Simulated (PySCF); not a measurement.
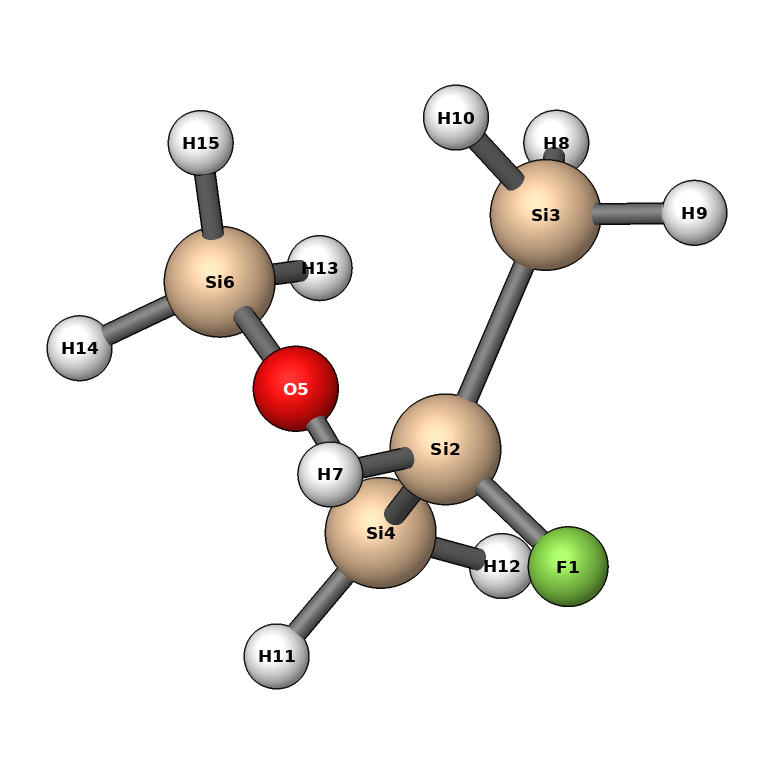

The geometry was computed by an optimisation with GFN2-xTB. No frequency run is at hand to confirm it as a minimum. Method: GIAO PBE0/pcSseg-1 NMR shielding, non-relativistic, gas phase (PySCF 2.14.0). Principal shieldings σ11 ≤ σ22 ≤ σ33, span Ω = σ33 − σ11, skew κ = 3(σiso − σ22)/Ω.

Give the shielding tensors of the O atoms.

```tsv
atom	σ11	σ22	σ33	σiso	Ω	κ
O5	248.8	383.1	417.4	349.8	168.5	−0.59
```

Shieldings and span in ppm.

The geometry is semi-empirical. Around Si such bond lengths and angles can be off by a tenth of an ångström or more and by several degrees, and values that hang on the shape move with them.
